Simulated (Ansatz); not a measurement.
**TlCuIF: relaxing a made-up structure**

This structure for TlCuIF is made up. Its elements were placed in a known structure type with a cell scaled to their sizes. What cell does the guess relax to, and how far off was it?

Program: Ansatz 0.2.0. Level of theory: DFT, PBE, plane-wave PAW, files of the set soft_1, scalar-relativistic, ferromagnetic start, cell and ions relaxed at zero pressure; PAW set soft_1. Results are calculated unless marked as measured.

## Step 1: Starting point

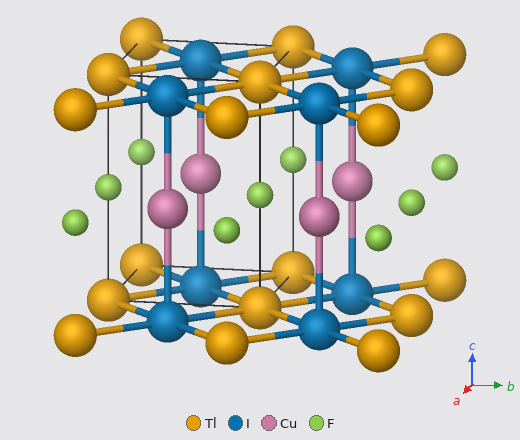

Start, viewed slightly off an axis; thallium orange, iodine blue, copper pink, fluorine green. 2×2×1 cells are drawn. Some periodic images of atoms are drawn too.

## Step 2: Relaxing cell and atoms

The guessed cell has no reason to be at equilibrium. It is relaxed with the atoms, within the space group of the guess.

File input.yaml:

```yaml
crystal:
  lattice:
    - [4.294, 0.0, 0.0]
    - [0.0, 4.294, 0.0]
    - [0.0, 0.0, 6.421]
  atoms:
    - { symbol: Tl, position: [0.0, 0.0, 0.0] }
    - { symbol: I, position: [0.5, 0.5, 0.0] }
    - { symbol: Cu, position: [0.5, 0.5, 0.5], spin: 0.6 }
    - { symbol: F, position: [0.0, 0.0, 0.5] }
magnetization:
  spin_polarized: true
kpoints:
  mp_grid: { grid: [6, 6, 4] }
scf:
  occupations: { method: fermi_dirac, width: 0.05 }
hamiltonian:
  xc: pbe
  pseudopotentials: { kind: paw, azcp: { folder: soft_1 } }
relax:
  f_tol: 0.015
  max_steps: 70
  cell: {}
output:
  forces: true
  stress: true
```

Command:

```sh
ansatz run input.yaml --threads 4 --pin off --max-ram 8192MiB --backend cpu --events-out ev --progress --plain --runs-dir out
```

Numbers of over 12 decimals in the logs are rounded to 6 here.

Log:

```text
Engine: ansatz 0.2.0, x86_64-unknown-linux-gnu
Pseudopotentials: kind: paw
Pseudopotential: Tl, paw, valence charge 13, recommended cutoff 420 eV (normal), soft_1/Tl.paw.azcp
Pseudopotential: I, paw, valence charge 17, recommended cutoff 420 eV (normal), soft_1/I.paw.azcp
Pseudopotential: Cu, paw, valence charge 19, recommended cutoff 420 eV (normal), soft_1/Cu.paw.azcp
Pseudopotential: F, paw, valence charge 7, recommended cutoff 420 eV (normal), soft_1/F.paw.azcp
Functional definition: PBE
  parameter kappa = 0.804
  parameter beta = 0.066725
  exchange = pbe_x(kappa = kappa, mu = beta*pi^2/3)
  correlation = pbe_c(beta = beta)
Crystal: 4 atoms, lattice volume = 118.393 Å³
Basis set: ecut = 420 eV, 2285 PW (Γ), exchange–correlation on 60×60×90 points (8 copies of the dense FFT grid, shifted against one another)
Bands: 34, of which v1, the nominal top of the filled ones, is band 28 counted from 1 (27 counted from 0)
Symmetry: 16 space group operations
Space group: P4/mmm (ITA 123), of the structure as read, at distance tolerance 4.9e-5 Å
Magnetic group: BNS 123.339 (UNI 999), of the structure as read, at distance tolerance 4.9e-5 Å
k-points: 30 of 144
Non-local potential: Tl, projectors of the file, l = 0: 2, l = 1: 2, l = 2: 2, l = 3: 1
Non-local potential: I, projectors of the file, l = 0: 2, l = 1: 2, l = 2: 2, l = 3: 1
Non-local potential: Cu, projectors of the file, l = 0: 3, l = 1: 2, l = 2: 3, l = 3: 1
Non-local potential: F, projectors of the file, l = 0: 2, l = 1: 2, l = 2: 1
PAW form: soft (Blöchl's): semilocal exchange-correlation on the pseudo side does not see the compensation charge
PAW one-centre angular grid: Tl, 590 points (default); XC on 64 Gauss nodes
PAW one-centre angular grid: I, 590 points (default); XC on 64 Gauss nodes
PAW one-centre angular grid: Cu, 590 points (default); XC on 64 Gauss nodes
PAW one-centre angular grid: F, 110 points (default); XC on 64 Gauss nodes
Starting moments: Σ|m| = 0.6 μB on 1 of 4 sites
Initial wavefunctions: pseudopotential atomic-orbital guess
Functional: x = pbe(κ = 0.804, μ = 0.219515), c = pbe(β = 0.066725)
SCF iter   1: F=—  HF=-26407.336640 eV  |F-HF|=—  |Δ(HF+E_count)|=         —  Δρ=1.97e-1 (↑1.87e-1 ↓1.97e-1)  dr2=2.45e2  dr2_m=8.04e-1  M=0.013 μB ∫|m|=0.047 μB  β_m=0.30  ethr=3.10e-3  ⟨swp⟩=8.7  Hψ=9639  notcnv=0
preconditioner: auto → Kerker (q_TF=auto, 2.408 Å⁻¹)  [metal: Δε(μ)=0.025 eV  Ē_g=11.435 eV  σ=0.050 eV  W_gap=0.12  n_scr=28 (ndim 8)  ℏωp=21.0 eV  f_vac=0.119  D(μ)=0.94/eV (n_scr^D=2)]
spin=Collinear: Kerker preconditioning applied to the charge; magnetization (m = ρ↑ − ρ↓) channel mixes plain (no charge-response kernel on spin).
SCF iter   2: F=—  HF=-26393.923811 eV  |F-HF|=—  |Δ(HF+E_count)|=    1.34e1  Δρ=6.83e-2 (↑6.83e-2 ↓6.75e-2)  dr2=1.28e1  dr2_m=3.79e-1  M=0.007 μB ∫|m|=0.066 μB  β_m=0.30  ethr=3.10e-3  ⟨swp⟩=3.6  Hψ=6234  notcnv=0  defer=12
SCF iter   3: F=—  HF=-26391.596473 eV  |F-HF|=—  |Δ(HF+E_count)|=    2.33e0  Δρ=3.62e-2 (↑3.61e-2 ↓3.62e-2)  dr2=4.29e0  dr2_m=2.05e-1  M=0.004 μB ∫|m|=0.047 μB  β_m=0.30  ethr=3.10e-3  ⟨swp⟩=2.0  Hψ=3930  notcnv=0  defer=51
SCF iter   4: F=—  HF=-26390.965947 eV  |F-HF|=—  |Δ(HF+E_count)|=   6.31e-1  Δρ=2.35e-2 (↑2.35e-2 ↓2.20e-2)  dr2=2.02e0  dr2_m=1.07e-1  M=0.003 μB ∫|m|=0.038 μB  β_m=0.30  ethr=3.10e-3  ⟨swp⟩=2.0  Hψ=3950  notcnv=0  defer=69
SCF iter   5: F=—  HF=-26390.709116 eV  |F-HF|=—  |Δ(HF+E_count)|=   2.57e-1  Δρ=1.14e-2 (↑1.14e-2 ↓8.13e-3)  dr2=4.84e-1  dr2_m=5.65e-2  M=0.005 μB ∫|m|=0.029 μB  β_m=0.30  ethr=3.10e-3  ⟨swp⟩=2.0  Hψ=3929  notcnv=0  defer=66
SCF iter   6: F=—  HF=-26390.596086 eV  |F-HF|=—  |Δ(HF+E_count)|=   1.13e-1  Δρ=9.33e-3 (↑9.33e-3 ↓7.05e-3)  dr2=2.24e-1  dr2_m=3.05e-2  M=0.002 μB ∫|m|=0.023 μB  β_m=0.30  ethr=8.64e-4  ⟨swp⟩=3.0  Hψ=4098  notcnv=0  defer=70
Mixer restart at iter 6: flushing history
spin-set hold released at iteration 6 (site moments contracting): the magnetisation degrees of freedom join the quasi-Newton model from the next iteration; the mixer history was flushed
SCF iter   7: F=—  HF=-26390.578692 eV  |F-HF|=—  |Δ(HF+E_count)|=   1.74e-2  Δρ=5.55e-3 (↑5.55e-3 ↓4.18e-3)  dr2=9.45e-2  dr2_m=1.66e-2  M=0.001 μB ∫|m|=0.017 μB  β_m=0.47  ethr=4.00e-4  ⟨swp⟩=2.0  Hψ=2660  notcnv=0  defer=70
SCF iter   8: F=—  HF=-26390.578747 eV  |F-HF|=—  |Δ(HF+E_count)|=   5.55e-5  Δρ=2.89e-3 (↑1.94e-3 ↓2.89e-3)  dr2=4.07e-2  dr2_m=2.66e-3  M=-0.000 μB ∫|m|=0.008 μB  β_m=0.55  ethr=1.69e-4  ⟨swp⟩=2.1  Hψ=2611  notcnv=0  defer=70
SCF iter   9: F=—  HF=-26390.583186 eV  |F-HF|=—  |Δ(HF+E_count)|=   4.44e-3  Δρ=1.21e-3 (↑9.20e-4 ↓1.21e-3)  dr2=1.78e-2  dr2_m=5.83e-5  M=-0.001 μB ∫|m|=0.003 μB  β_m=0.78  ethr=7.26e-5  ⟨swp⟩=2.3  Hψ=3100  notcnv=0  defer=64
SCF iter  10: F=—  HF=-26390.583959 eV  |F-HF|=—  |Δ(HF+E_count)|=   7.73e-4  Δρ=1.28e-3 (↑1.28e-3 ↓1.04e-3)  dr2=7.21e-3  dr2_m=1.88e-5  M=-0.000 μB ∫|m|=0.001 μB  β_m=0.64  ethr=3.19e-5  ⟨swp⟩=2.1  Hψ=2987  notcnv=0  defer=64
SCF iter  11: F=—  HF=-26390.582012 eV  |F-HF|=—  |Δ(HF+E_count)|=   1.95e-3  Δρ=9.53e-4 (↑6.17e-4 ↓9.53e-4)  dr2=4.43e-3  dr2_m=4.02e-5  M=-0.000 μB ∫|m|=0.001 μB  β_m=0.82  ethr=1.29e-5  ⟨swp⟩=2.0  Hψ=3692  notcnv=0  defer=63
[...]
relax step   8: F+E_penalty+E_count = -26392.33812462 eV  Δ(F+E_penalty+E_count) = -2.756e-3 eV  max|allowed force component| = 7.046e-29 eV/Å  Δτ_max = 0.0000 Å  P = +0.137 GPa  Ω = 121.208 Å³  energy of the carried Pulay correction = -1.573e-3 eV  (9 SCF iters, dr2 threshold 3.38e-7 eV, accepted)
relax step   9: F+E_penalty+E_count = -26392.33802624 eV  Δ(F+E_penalty+E_count) = +9.838e-5 eV  max|allowed force component| = 6.976e-29 eV/Å  Δτ_max = 0.0000 Å  P = +0.003 GPa  Ω = 121.663 Å³  energy of the carried Pulay correction = -1.872e-3 eV  (7 SCF iters, dr2 threshold 1.16e-7 eV, accepted)
relax step  10: F+E_penalty+E_count = -26392.42308811 eV  Δ(F+E_penalty+E_count) = -8.506e-2 eV  max|allowed force component| = 1.938e-29 eV/Å  Δτ_max = 0.0000 Å  P = +0.950 GPa  Ω = 121.663 Å³  stress off target by 1.43e0 GPa  SCF on the basis re-selected at this cell (its energy is not comparable with the rows above)  (11 SCF iters)
relax step  11: F+E_penalty+E_count = -26392.46244455 eV  Δ(F+E_penalty+E_count) = -3.936e-2 eV  max|allowed force component| = 2.613e-30 eV/Å  Δτ_max = 0.0000 Å  P = +0.560 GPa  Ω = 127.424 Å³  energy of the carried Pulay correction = -3.947e-3 eV  (9 SCF iters, dr2 threshold 4.00e-7 eV, accepted)
relax step  12: F+E_penalty+E_count = -26392.48215123 eV  Δ(F+E_penalty+E_count) = -1.971e-2 eV  max|allowed force component| = 5.754e-29 eV/Å  Δτ_max = 0.0000 Å  P = +0.168 GPa  Ω = 136.033 Å³  energy of the carried Pulay correction = -1.279e-2 eV  (8 SCF iters, dr2 threshold 4.00e-7 eV, accepted)
relax step  13: F+E_penalty+E_count = -26392.48019656 eV  Δ(F+E_penalty+E_count) = +1.955e-3 eV  max|allowed force component| = 1.987e-29 eV/Å  Δτ_max = 0.0000 Å  P = -0.015 GPa  Ω = 138.961 Å³  energy of the carried Pulay correction = -1.654e-2 eV  (8 SCF iters, dr2 threshold 1.01e-7 eV, accepted)
relax step  14: F+E_penalty+E_count = -26392.50200512 eV  Δ(F+E_penalty+E_count) = -2.181e-2 eV  max|allowed force component| = 1.188e-29 eV/Å  Δτ_max = 0.0000 Å  P = +0.088 GPa  Ω = 138.961 Å³  stress off target by 1.60e-1 GPa  SCF on the basis re-selected at this cell (its energy is not comparable with the rows above)  (17 SCF iters)
relax step  15: F+E_penalty+E_count = -26392.50264179 eV  Δ(F+E_penalty+E_count) = -6.367e-4 eV  max|allowed force component| = 2.227e-28 eV/Å  Δτ_max = 0.0000 Å  P = +0.065 GPa  Ω = 141.206 Å³  energy of the carried Pulay correction = -1.205e-3 eV  (8 SCF iters, dr2 threshold 6.42e-8 eV, accepted)
relax step  16: F+E_penalty+E_count = -26392.50194077 eV  Δ(F+E_penalty+E_count) = +7.010e-4 eV  max|allowed force component| = 1.246e-28 eV/Å  Δτ_max = 0.0000 Å  P = +0.008 GPa  Ω = 143.325 Å³  energy of the carried Pulay correction = -2.480e-3 eV  (8 SCF iters, dr2 threshold 1.53e-8 eV, accepted)
relax step  17: F+E_penalty+E_count = -26392.50445185 eV  Δ(F+E_penalty+E_count) = -2.511e-3 eV  max|allowed force component| = 1.242e-28 eV/Å  Δτ_max = 0.0000 Å  P = +0.009 GPa  Ω = 143.325 Å³  stress off target by 1.44e-2 GPa  SCF on the basis re-selected at this cell (its energy is not comparable with the rows above)  (13 SCF iters)
basis re-selected at this cell: Δ(F+E_penalty+E_count) = -2.511e-3 eV, ΔP = +0.000 GPa vs the last step (what re-selecting the basis moved, of the pressure what is left beyond the Pulay correction that the steps carried, after the strain that the cell walked since its last selection, with what the two solves' SCF thresholds leave and, on support functions, any second-order correction that the steps lacked; it is no measure of the basis error at this ecutwfc). The dense FFT grid was sized anew with the basis: this SCF ran on 40×40×36 points, the steps before it on 36×36×36, so part of this shift can come from that change (see relax.cell in the input reference). [rest of the remark cut]
SCF converged after 13 iterations
Magnetization: 0.0000 μB (28.0000 up, 28.0000 down)
Absolute magnetization: 0.0000 μB (∫|ρ↑−ρ↓|, with the PAW one-centre terms)
Spin contamination: 0.0000 ħ² per cell (⟨S²⟩ above its minimum at these occupations)
Per-site moments (μB) at R_I (Å): [(5.839345741326175e-12, 1.018683), (-5.408665667601635e-12, 1.018683), (-2.914107548249684e-11, 1.018683), (1.3042112083192647e-11, 1.018683)]
Free energy (F): -26392.504452 eV
Harris-Foulkes:  -26392.504452 eV  (|F-HF|=8.37e-11)
Internal energy: -26392.503448 eV  (E = F + TS)
E sigma→0 (E₀):  -26392.503950 eV
Entropy (-TS):   -0.001004 eV (-0.251 meV/atom)
Fermi energy:    3.797042 eV
--- Per-component energies (eV) ---
  E_band       = -1125.330915
  E_kinetic    = 879.882586
  E_local      = -11447.427953  (includes V_loc(G=0)·N_el)
  E_nonlocal   = 1427.913483
  E_hartree    = 4918.279804
  E_xc         = -436.145770
  E_vxc        = -416.450217  (∫ρ·V_xc dr)
  E_paw        = -17001.212965  (= ΣΔE_a)
  E_vpaw       = -1405.807229  (= ΣTr[D̂ρ^β])
  E_aug_tail   = -0.000952  (compensation charges beyond the density's cutoff)
  E_ewald      = -4733.791681
  E_smearing   = -0.001004  (= −TS)
  E_closure    = -0.000000  (closes the sum)
  Σ components = -26392.504452   (vs F -26392.504452, Δ=0.00e0)
--- Forces (eV/Å), atoms counted from 1 ---
  atom   1  Tl     0.00000000     0.00000000     0.00000000
  atom   2  I     -0.00000000     0.00000000    -0.00000000
  atom   3  Cu    -0.00000000    -0.00000000    -0.00000000
  atom   4  F      0.00000000    -0.00000000     0.00000000
  max |Σ_I F_I| component: 1.77e-28 eV/Å
--- Stress (GPa, compression-positive) ---
        0.014374      -0.000000       0.000000
       -0.000000       0.014374       0.000000
        0.000000       0.000000      -0.003009
  P = ⅓ Tr σ = 0.0086 GPa (0.086 kbar)
--- Relaxed structure (14 steps of the walk, 14 accepted, 3 SCFs on fresh bases) ---
  F+E_penalty+E_count = -26392.50445185 eV   max|allowed force component| = 1.242e-28 eV/Å   (the final SCF, on the basis selected at the relaxed cell)
  cell:  # Å, volume = 143.3246 Å³
    - [5.386887, 0, 0.0]
    - [0, 5.386887, 0.0]
    - [0.0, 0.0, 4.939068]
  atoms:
    - { symbol: Tl, position: [0, 0, 0.0] }
    - { symbol: I, position: [0.500000, 0.500000, 0.0] }
    - { symbol: Cu, position: [0.500000, 0.500000, 0.5] }
    - { symbol: F, position: [0, 0, 0.5] }
```

The job ended after 57 s (4 threads of Intel Xeon Platinum 8375C at 2.90GHz (Ice Lake), shared host; peak memory 0.68 GiB; 3.4 min of CPU time).

Relaxation path:

| step | energy less that of the first step (eV) | largest force component (eV/Å) | pressure (GPa) | volume (Å³) |
| --- | --- | --- | --- | --- |
| 1 | 0.0000 | 0.0000 | 1.36 | 118.39 |
| 2 | -0.5127 | 0.0000 | -0.48 | 120.86 |
| 3 | -0.9102 | 0.0000 | -0.61 | 117.91 |
| 4 | -1.2885 | 0.0000 | -0.09 | 114.39 |
| 5 | -1.5891 | 0.0000 | 1.20 | 111.69 |
| 6 | -1.7414 | 0.0000 | -0.05 | 119.84 |
| 7 | -1.7539 | 0.0000 | -0.21 | 122.98 |
| 8 | -1.7566 | 0.0000 | 0.14 | 121.21 |
| 9 | -1.7565 | 0.0000 | 0.00 | 121.66 |
| 10* | -1.8416 | 0.0000 | 0.95 | 121.66 |
| 11 | -1.8809 | 0.0000 | 0.56 | 127.42 |
| 12 | -1.9006 | 0.0000 | 0.17 | 136.03 |
| 13 | -1.8987 | 0.0000 | -0.01 | 138.96 |
| 14* | -1.9205 | 0.0000 | 0.09 | 138.96 |
| 15 | -1.9211 | 0.0000 | 0.06 | 141.21 |
| 16 | -1.9204 | 0.0000 | 0.01 | 143.32 |
| 17* | -1.9229 | 0.0000 | 0.01 | 143.32 |

Relaxation steps marked * repeat the geometry before them on a plane-wave basis chosen anew for their cell, so energy and pressure can jump there.

Forces are held to the 16 operations that the run works with; a distortion that breaks them can't arise in this run.

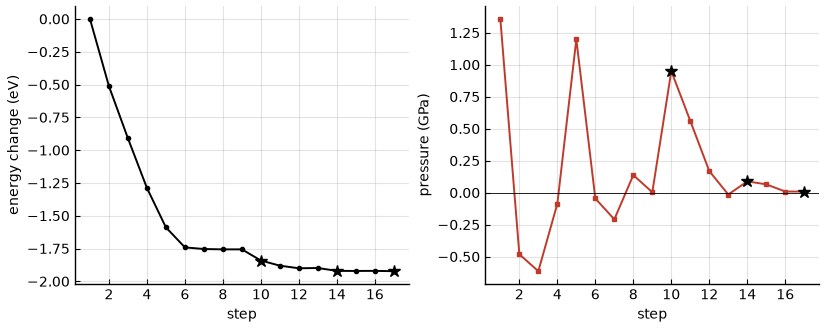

Energy and pressure along the relaxation. Stars mark steps on a basis chosen anew.

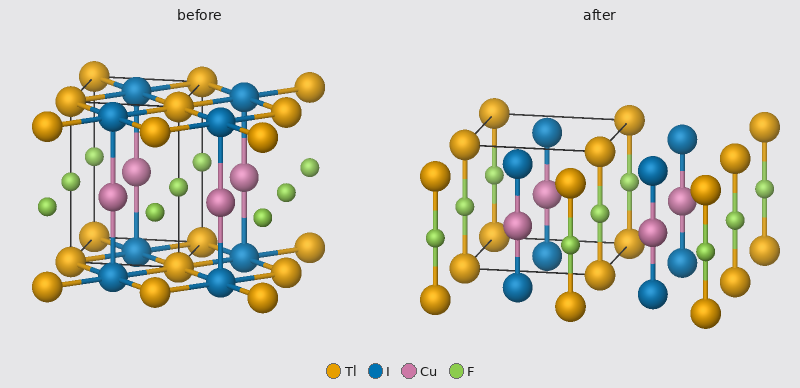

Before and after, at one scale.

| cell as run | before | after | change |
| --- | --- | --- | --- |
| a (Å) | 4.294 | 5.387 | +25.5 % |
| b (Å) | 4.294 | 5.387 | +25.5 % |
| c (Å) | 6.421 | 4.939 | -23.1 % |
| volume (Å³/atom) | 29.60 | 35.83 | +21.1 % |

Final coordinates:

```xyz
4
Lattice="5.3869 0.0000 0.0000 0.0000 5.3869 0.0000 0.0000 0.0000 4.9391" Properties=species:S:1:pos:R:3 pbc="T T T"
Tl    0.0000    0.0000    0.0000
I     2.6934    2.6934    0.0000
Cu    2.6934    2.6934    2.4695
F     0.0000    0.0000    2.4695
```

This step gave:

```
free energy             : -26392.5045 eV
energy at zero smearing : -26392.5039 eV
smearing term TS        : 0.001004 eV
Fermi energy            : 3.797 eV
gap by band count       : 0.2978 eV
electrons               : 56
symmetry operations     : 16
pressure                : 0.008580 GPa
```

The shortest distance of each pair, which need not be the same contact before and after:

| pair | guess (Å) | relaxed (Å) |
| --- | --- | --- |
| F–Tl | 3.211 | 2.470 |
| Cu–I | 3.211 | 2.470 |
| I–Tl | 3.036 | 3.809 |
| Cu–F | 3.036 | 3.809 |
| Cu–Tl | 4.419 | 4.540 |

The relaxation ends with a pressure of 0.01 GPa. The starting moments have collapsed: the run ends non-magnetic.

## Step 3: Summary of results

| Quantity | Value |
| --- | --- |
| space group, relaxed | P4/mmm |
| conventional cell | a = 5.387, b = 5.387, c = 4.939 Å; α = 90.0°, β = 90.0°, γ = 90.0° |
| volume per atom | 35.83 Å³ (guess 29.60) |
| total moment | 0.00 μB in the cell of 4 atoms |

TlCuIF relaxes to P4/mmm with a = 5.387, b = 5.387 and c = 4.939 Å. The guessed volume was 17 % too small. The space group P4/mmm was held in the relaxation, so the end point is a stationary structure within it and may be a saddle against distortions or other arrangements. The moments died out from this one start and weren't seeded again at the relaxed cell. Mesh and cutoff weren't tested. A vector of the cell changed its length by 25 %, so the starting arrangement is largely lost and the mesh was laid for another shape. Spin-orbit coupling is left out, which can matter for elements this heavy. No dispersion term is used, so weakly bound directions may come out too long. Nothing here tests whether the compound is stable against decomposition.

[Logs are printed without paths, hosts, clocks, repeated set-up lines and the standing remarks that a program may print on its own settings, such as how far it seeks lower states.]

[Hosts, paths, dates, database ids (printed as entryN), source tags and the programs' standing remarks are cut or masked in the printed files.]
